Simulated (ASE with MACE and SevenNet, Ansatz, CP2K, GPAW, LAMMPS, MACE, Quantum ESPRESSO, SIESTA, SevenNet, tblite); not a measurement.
## Running amorphous Si0.9Ge0.1 (94 atoms) with machine-learned potentials

How do the settings of machine-learned potentials change the result for amorphous Si0.9Ge0.1 (94 atoms)? A plane-wave run serves as the yardstick.

Program: ASE with MACE and SevenNet. Level of theory: the method is named at each step. Results are calculated unless marked as measured.

**1. Starting point**

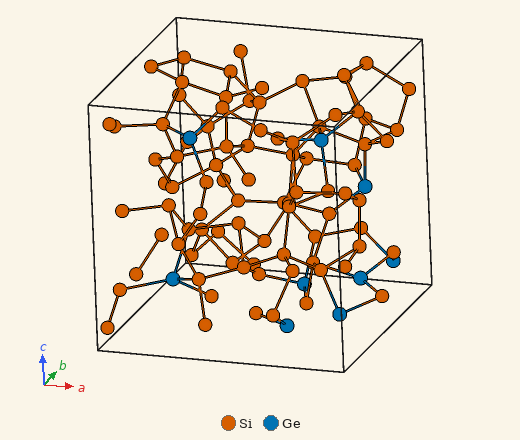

The starting structure, seen slightly off an axis (silicon orange, germanium blue). Some periodic images of atoms are drawn too.

The cell holds 94 atoms: 85 Si and 9 Ge. Its edges and angles: a = 12.402 Å, b = 12.402 Å, c = 12.402 Å, α = 90.0°, β = 90.0°, γ = 90.0°. 94 atoms (85 Si, 9 Ge) placed at random at 2.65 g/cm³, melted at 3500 K for 10 ps at fixed volume with the Tersoff potential (Tersoff, Phys. Rev. B 39, 5566 (1989)). Quenched from 3500 K to 700 K at 3 K/ps and fixed volume, held 5 ps.

The yardstick, on the same geometry:

| Quantity | Value |
| --- | --- |
| method | Kohn-Sham DFT, PBE, SSSP efficiency 1.3.0 pseudopotentials, plane waves (Quantum ESPRESSO 7.5); sssp-pbe-1.3.0-efficiency, cutoffs 45/360 Ry, Γ point |
| r.m.s. force component | 0.7531 eV/Å |
| longest force | 2.572 eV/Å |
| pressure | 1.742 GPa |
| time | 4 min on 4 MPI ranks of Arm Neoverse V2, shared host |
| CPU time | 16 min |

**2. MACE MP-0b2 small potential**

Method: machine-learned interatomic potential MACE MP-0b2 small, trained on PBE(+U) plane-wave data.

The input, run.py:

```python
import numpy as np
from ase.io import read
import mlip  # loads the published weights by name

atoms = read("structure.xyz")
atoms.calc = mlip.calc("mace-mp-0b2-small")
energy = atoms.get_potential_energy()
forces = atoms.get_forces()
print(f"energy {energy:.6f} eV")
print("forces (eV/A)")
for i, (a, f) in enumerate(zip(atoms, forces)):
    print(f"{i:4d} {a.symbol:2s} {f[0]:10.5f} {f[1]:10.5f} {f[2]:10.5f}")
stress = -atoms.get_stress(voigt=False) * 160.21766
print("stress (GPa, compression positive)")
for row in stress:
    print(" ".join(f"{x:10.4f}" for x in row))
```

The input, structure.xyz:

```xyz
94
Lattice="12.40220 0.00000 0.00000 0.00000 12.40220 0.00000 0.00000 0.00000 12.40220" Properties=species:S:1:pos:R:3 pbc="T T T"
Si 4.42759 6.89203 2.36907
Si 12.19248 10.92175 10.40941
Si 7.27587 9.67967 10.81472
Si 0.09240 9.75061 4.98296
Si 3.77362 9.71551 4.45140
Si 2.89914 5.09408 12.01476
Si 1.51307 9.17118 1.68732
Si 9.82329 5.74135 6.88496
Si 2.86850 2.71187 6.62885
Si 2.54791 7.90938 3.51875
Si 0.45628 2.09758 2.36187
Si 3.23908 12.27136 11.03883
Si 0.86791 0.47240 11.34739
Si 11.04056 3.88164 11.50664
Si 2.70331 4.53796 8.42246
Si 5.10859 9.54721 9.59112
Si 11.81297 4.38182 4.74979
Si 6.92130 8.93901 7.32437
Si 0.48505 0.15155 1.14088
Si 4.96534 2.32157 8.12357
Si 0.69130 11.38472 6.54687
Si 8.27202 1.08383 11.48332
Si 5.94623 10.10866 4.39757
Si 7.09592 11.05731 2.45055
Si 8.43945 8.61928 8.99060
Si 0.89780 6.34497 12.16718
Si 11.28476 6.28209 10.84882
Si 7.79342 4.63941 9.75086
Si 2.43802 3.48142 10.41475
Si 10.09551 7.80495 12.03472
Si 6.25232 6.42062 3.80872
Si 9.19263 2.87012 10.30846
Si 8.50431 2.94602 4.55657
Si 11.68300 9.32869 2.67639
Si 2.07923 11.37579 2.14335
Si 1.04141 6.03454 7.59498
Si 6.91423 8.17392 5.13079
Si 8.03638 7.00352 0.60833
Si 3.15301 8.58195 6.58978
Si 5.60245 4.74657 5.23782
Si 1.32145 5.73800 3.92244
Si 1.20239 9.18110 9.74639
Si 5.39669 0.25474 1.69178
Si 4.69609 6.15273 11.02667
Si 8.60254 3.65629 6.73539
Si 9.67024 0.92434 4.55235
Si 8.76377 11.51333 10.51248
Si 8.65946 6.45076 2.91477
Si 2.17287 10.25315 7.87031
Si 3.96474 0.90139 5.41418
Si 6.34645 4.36185 7.64732
Si 1.26825 7.57340 5.67413
Si 6.72187 3.63769 1.19173
Si 9.79947 4.40055 3.36918
Si 6.13810 1.73569 12.20277
Si 5.00615 8.84264 1.15229
[... 34 atom lines left out ...]
Ge 4.32800 2.01809 10.40470
Ge 11.02977 3.44198 1.58823
Ge 10.35522 9.36614 5.87133
Ge 7.13040 9.25613 0.69589
```

Run with:

```
$ OMP_NUM_THREADS=1 python run.py > output.txt
```

The log of the run:

```text
energy -476.788628 eV
forces (eV/A)
   0 Si   -0.00842   -0.23966    0.31848
   1 Si   -0.09789    0.22330    0.24252
   2 Si   -0.14314    0.55054   -1.23589
   3 Si    0.01619   -0.83306   -0.46348
   4 Si   -1.23860   -0.03498    0.63315
   5 Si   -0.07995   -0.25903   -0.06034
   6 Si   -0.52258   -0.04367    0.87888
   7 Si   -0.18353   -0.09720   -0.21123
   8 Si    0.63785    0.11452    0.57754
   9 Si    0.32117    0.03499   -0.74315
  10 Si    0.17374    0.27673    0.47936
  11 Si   -0.00730    0.33928   -0.17909
  12 Si    0.18819   -0.18356   -0.98028
  13 Si   -0.23561    0.12598   -0.06179
  14 Si    0.29750    0.44454   -0.73517
  15 Si    0.04676    0.50776    1.22895
  16 Si   -0.10736   -0.00186   -0.18862
  17 Si    0.37317    0.26670   -0.54638
  18 Si   -0.56608    0.48783    0.26072
  19 Si    0.23686    0.37849   -0.39304
  20 Si    0.12319    0.69746    0.13240
  21 Si   -0.19784    0.91896    0.73996
  22 Si    1.27496    0.65060   -0.44843
  23 Si   -0.62454   -0.08895   -0.10102
[...]
86 Ge   -0.17608    0.17963    0.09342
  87 Ge    0.06750   -0.77467   -0.21842
  88 Ge    0.31537   -0.68718   -0.16496
  89 Ge   -0.23889    0.25131   -0.14794
  90 Ge    0.15521   -0.46506    0.60575
  91 Ge    0.40156    0.00466   -1.01489
  92 Ge   -0.22996    0.12473   -0.37168
  93 Ge    1.33757    0.12541    0.42065
stress (GPa, compression positive)
    2.2325     0.3119    -0.4160
    0.3119     1.2211     0.7747
   -0.4160     0.7747     1.2034
```

The job ended after 5.9 s (1 thread of Arm Neoverse V2, shared host; peak memory 0.67 GiB).

Banners, paths, timers and routine set-up lines are dropped from the logs unmarked, and long logs keep their key lines alone; longer cuts are marked.

Numbers from this run, and their distance from the reference:

```yaml
r_m_s_force_component: 0.4781 eV/Å
r_m_s_difference_of_force_components: 325.8 meV/Å
longest_difference_of_force_vectors: 1104 meV/Å
force_difference_over_r_m_s_force: 43.26 %
slope_of_forces_against_the_reference_s: 0.6079
correlation_of_force_components: 0.9577
pressure: 1.552 GPa
pressure_difference: -0.1897 GPa
```

Length of the force difference by element (eV/Å):

```csv
element,atoms,mean,most
Ge,9,0.51,0.83
Si,85,0.51,1.1
```

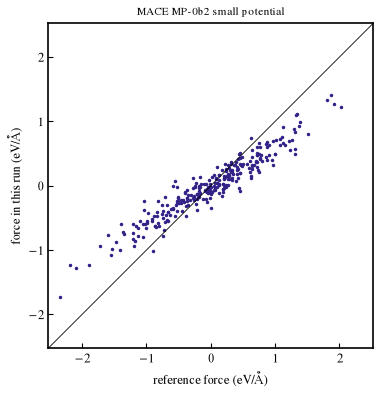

Force components against those of the reference; the line marks equality.

A closer look about Si56, which bears the longest force: 9 atoms, nearest first, numbered in the order of the input, with positions taken from that point.

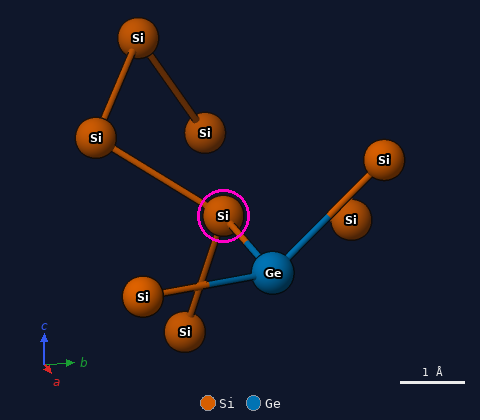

The atoms of the table, within 3.6 Å (arrows a, b, c point along x, y, z); some may hide others; the central atom is ringed.

```csv
atom,x,y,z,distance (Å),bonds,Fx,Fy,Fz (eV/Å)
Si56,0.00,0.00,0.00,0.00,4,-1.73,-0.08,0.11
Ge94,2.12,0.41,-0.46,2.21,4,1.34,0.13,0.42
Si76,-0.86,-0.47,-2.07,2.29,4,-0.30,0.01,-0.40
Si1,-0.58,-1.95,1.22,2.37,4,-0.01,-0.24,0.32
Si77,-1.08,2.25,-0.41,2.53,4,0.11,0.29,0.04
Si24,2.09,2.21,1.30,3.31,4,-0.62,-0.09,-0.10
Si10,-2.46,-0.93,2.37,3.54,5,0.32,0.03,-0.74
Si7,-3.49,0.33,0.54,3.55,4,-0.52,-0.04,0.88
Si38,3.03,-1.84,-0.54,3.59,4,0.50,0.72,0.21
```

Atoms are counted from 1 here, from 0 in the log.

Forces lie 43 % from the reference's, at 0.0062 times its CPU time (on 1 against 4 cores).

**3. MACE MPA-0 medium potential**

Method: machine-learned interatomic potential MACE MPA-0 medium, trained on PBE(+U) plane-wave data.

run.py: that of step 2 with these lines changed.

```diff
@@ -5,3 +5,3 @@
 atoms = read("structure.xyz")
-atoms.calc = mlip.calc("mace-mp-0b2-small")
+atoms.calc = mlip.calc("mace-mpa-0-medium")
 energy = atoms.get_potential_energy()
```

structure.xyz is that of step 2.

The log of the run:

```text
energy -476.134659 eV
forces (eV/A)
   0 Si   -0.14008   -0.65860    0.22349
   1 Si   -0.03166    0.25437    0.40166
   2 Si   -0.32929    0.49850   -1.47768
   3 Si    0.07991   -1.23478   -0.64305
   4 Si   -1.78018    0.03000    0.90717
   5 Si   -0.06570   -0.25045   -0.00165
   6 Si   -0.70612   -0.12312    1.24426
   7 Si   -0.23447   -0.11076   -0.29079
   8 Si    0.82829    0.20964    0.97345
   9 Si    0.61031   -0.01060   -1.21079
  10 Si    0.20031    0.17492    0.55436
  11 Si   -0.05240    0.29614   -0.22507
  12 Si    0.41314   -0.17343   -1.28581
  13 Si   -0.30471    0.17307   -0.29085
  14 Si    0.38593    0.65140   -1.01373
  15 Si    0.04063    0.66848    1.71276
  16 Si   -0.15702   -0.12295   -0.22765
  17 Si    0.68270    0.23331   -0.49007
  18 Si   -0.64150    0.58445    0.22709
  19 Si    0.30849    0.51037   -0.42188
  20 Si    0.09485    0.96981   -0.11172
  21 Si   -0.23455    0.96163    0.65060
  22 Si    1.63355    0.95785   -0.81253
  23 Si   -0.70273    0.01352   -0.21609
[...]
86 Ge   -0.06333    0.40125    0.17516
  87 Ge   -0.24494   -0.61249   -0.13245
  88 Ge    0.49246   -0.73632   -0.32592
  89 Ge   -0.76207   -0.00070   -0.39618
  90 Ge    0.16364   -0.47613    0.90860
  91 Ge    0.52206    0.38602   -1.00108
  92 Ge   -0.37683    0.03328   -0.15075
  93 Ge    1.75710    0.18453    0.51515
stress (GPa, compression positive)
    2.6052     0.5009    -0.6679
    0.5009     1.2971     1.2885
   -0.6679     1.2885     1.2697
```

Wall time 7 s (1 thread); peak memory 0.94 GiB.

Compared with the plane-wave run:

```
r.m.s. force component                  : 0.6344 eV/Å
r.m.s. difference of force components   : 188.3 meV/Å
longest difference of force vectors     : 710.4 meV/Å
force difference over r.m.s. force      : 25 %
slope of forces against the reference's : 0.8236
correlation of force components         : 0.9777
pressure                                : 1.724 GPa
pressure difference                     : -0.018 GPa
```

Against the first run (43 %), the force difference from the reference is 25 %, at 1.2 times the CPU time.

**4. SevenNet l3i5 potential**

Method: machine-learned interatomic potential SevenNet l3i5, trained on PBE(+U) plane-wave data.

run.py: that of step 3 with these lines changed.

```diff
@@ -5,3 +5,3 @@
 atoms = read("structure.xyz")
-atoms.calc = mlip.calc("mace-mpa-0-medium")
+atoms.calc = mlip.calc("7net-l3i5")
 energy = atoms.get_potential_energy()
```

structure.xyz is that of step 3.

The log of the run:

```text
energy -476.345734 eV
forces (eV/A)
   0 Si   -0.16136   -0.39242    0.40273
   1 Si    0.00793    0.15816    0.30496
   2 Si   -0.21160    0.62384   -1.61317
   3 Si    0.34183   -0.92854   -0.44505
   4 Si   -1.75083    0.03046    0.79220
   5 Si    0.00286   -0.27384   -0.04488
   6 Si   -0.53896   -0.01093    1.29283
   7 Si   -0.25548   -0.28293   -0.44748
   8 Si    0.81657    0.24045    0.86431
   9 Si    0.28061   -0.10360   -0.89700
  10 Si    0.27193   -0.02706    0.58437
  11 Si   -0.17042    0.32280   -0.08353
  12 Si    0.43004   -0.19616   -1.24129
  13 Si   -0.32204    0.25892   -0.31230
  14 Si    0.30221    0.52598   -0.99778
  15 Si    0.05549    0.64845    1.42641
  16 Si   -0.05914   -0.12820   -0.12489
  17 Si    0.53889    0.40051   -0.56533
  18 Si   -0.74395    0.79299    0.40182
  19 Si    0.50290    0.61292   -0.55187
  20 Si    0.07663    0.73704   -0.08706
  21 Si   -0.27116    1.12866    0.69051
  22 Si    1.64816    0.70311   -0.53662
  23 Si   -0.86254   -0.00937   -0.11864
[...]
86 Ge    0.15425    0.23014    0.18789
  87 Ge   -0.19342   -0.72603   -0.27959
  88 Ge    0.53032   -0.89669   -0.33107
  89 Ge   -0.43104    0.22898   -0.13768
  90 Ge    0.15282   -0.38280    0.89091
  91 Ge    0.49257    0.25809   -0.87369
  92 Ge   -0.38898    0.20889    0.01274
  93 Ge    1.54436    0.34552    0.53156
stress (GPa, compression positive)
    2.6055     0.5744    -0.5882
    0.5744     1.5144     1.0225
   -0.5882     1.0225     1.1995
```

Wall time 8.4 s (1 thread); peak memory 1.2 GiB.

Against the reference:

* r.m.s. force component: 0.6082 eV/Å
* r.m.s. difference of force components: 236.1 meV/Å
* longest difference of force vectors: 899.1 meV/Å
* force difference over r.m.s. force: 31.36 %
* slope of forces against the reference's: 0.7769
* correlation of force components: 0.9621
* pressure: 1.773 GPa
* pressure difference: 0.0311 GPa

Against the first run (43 %), the force difference from the reference is 31 %, at 1.4 times the CPU time.

**5. All runs compared**

Differences are against the plane-wave reference, forces as r.m.s. over components; share is that over the reference's r.m.s. force, slope the least-squares factor from reference forces to these. Total energies of different programs have different zeros and aren't compared.

```csv
run,"Δ force, r.m.s. (meV/Å)",share (%),slope,Δ pressure (GPa),cores,CPU time,memory (GiB)
reference,-,-,-,-,4,16 min,6.4
MACE MP-0b2 small potential,326,43.3,0.608,-0.190,1,5.9 s,0.67
MACE MPA-0 medium potential,188,25.0,0.824,-0.018,1,7 s,0.94
SevenNet l3i5 potential,236,31.4,0.777,0.0311,1,8.4 s,1.2
```

Times of the machine-learned potentials are mostly Python's start and the loading of weights.

CPU time is summed over cores on a shared host, where runs went side by side, so it is rough. Symmetry, cutoffs, thresholds, outputs and thread counts weren't matched or tuned between programs; memory under MPI is the largest rank's times the ranks.

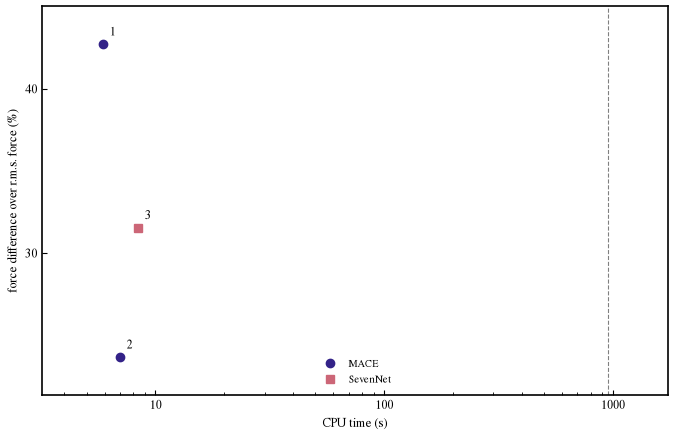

Force difference against CPU time; the dashed line marks the reference's time. Points: 1 MACE MP-0b2 small potential; 2 MACE MPA-0 medium potential; 3 SevenNet l3i5 potential.

**6. Outcome**

| Quantity | Value |
| --- | --- |
| nearest in forces | MACE MPA-0 medium potential, 25 % |
| its CPU time | 7 s |

What this shows: Machine-learned potentials differ by 25 % (MACE MPA-0 medium potential) to 43 % (MACE MP-0b2 small potential); they were trained on other programs' data. Among those trained on PBE data the slope goes as low as 0.61, which softening far from their training structures can give, though the reference's k-sampling is untested too. The reference's pressure holds the uncorrected Pulay stress of its 45 Ry basis, so small pressure differences, and their order, may be the reference's own error. Machine-learned potentials mimic data converged in k, so the reference's own k-point error enters their differences. The quench rate of 3 K/ps is many orders above laboratory rates, so the cell is likely richer in defects and strain than a real sample. The network of bonds at the start is that of the classical potential that made the cell, and needn't be the one that DFT or experiment would give. The electronic-structure runs sample only Γ, in a cell whose shortest periodic width is 12 Å, which is coarse for a cell with partly filled levels.

[Also dropped from logs without a mark: logging warnings of Python, and SIESTA's first energy breakdown and zero terms.]

[Logs are printed without paths, hosts, clocks, repeated set-up lines and the standing remarks that a program may print on its own settings, such as how far it seeks lower states.]

[Hosts, paths, dates, database ids (printed as entryN), source tags and the programs' standing remarks are cut or masked in the printed files.]
